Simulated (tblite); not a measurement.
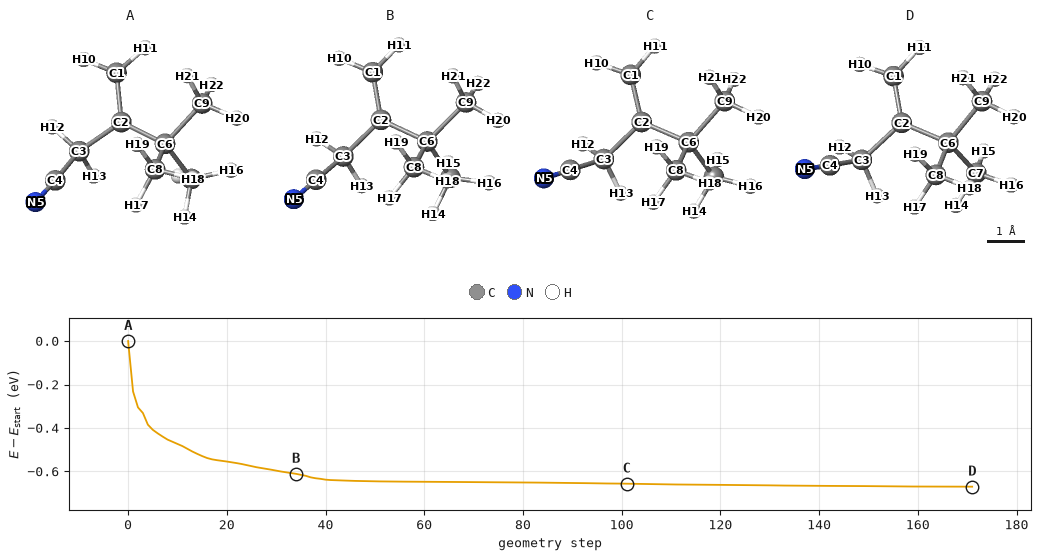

Frames of a relaxation of C8H13N, marked on the history of the run. Style: ball-and-stick. Shown at a tilt.

Computed with tblite, GFN2-xTB geometry optimisation, gas phase. 

### Describe the path.

The energy falls by 0.670 eV in 171 geometry steps. The atom that moves furthest after the best rigid fit is N5 (1.03 Å). Largest moves by element: N 1.03 Å, H 0.96 Å, C 0.53 Å. Some distances before and after: C8–H18 1.134 → 1.088 Å, C6–C8 1.489 → 1.534 Å, C1–C2 1.365 → 1.324 Å, C3–H12 1.119 → 1.094 Å. Bond angles that change, for instance: C3–C2–C6 124.3° → 116.7°, H10–C1–H11 121.8° → 115.5°, C2–C6–C8 115.3° → 110.1°. Groups turn about C6–C7 by about 40°, C2–C3 by about 30°. From step 0 to 34: H14 moves most (0.54 Å), energy −0.611 eV. From step 34 to 101: N5 moves most (0.63 Å), energy −0.045 eV. From step 101 to 171: N and H atoms move most (0.37 Å), energy −0.014 eV.
